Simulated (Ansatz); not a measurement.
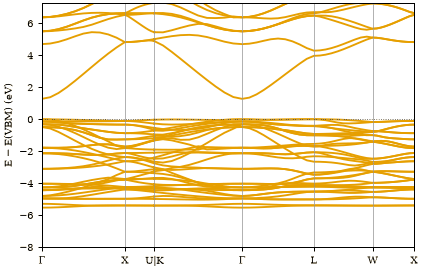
*Band structure from DFT-PBEsol in the program Ansatz with PAW potentials*

Read off the gap and where the band edges lie.

About 1.3 eV (1.27 eV by a search for the band edges); maximum at L, minimum at Γ.

Which compound is it?
A. SrO, rock salt
B. CaO, zinc blende
C. ZnIn2O4, spinel
D. Al2ZnS4, spinel

C, ZnIn2O4, spinel

Space group Fd-3m (spinel). The first step of the workflow began from a Materials Project structure, measured or hypothetical; the Crystallography Open Database copy checked does not list it. Whether it is the stable phase at ambient conditions was not checked. Symmetry was held in the PBEsol relaxation; of distortions, only those at the zone centre were tested. Spin–orbit coupling is left out wherever it is not named.

Potentials: the later of the program's two PAW sets.
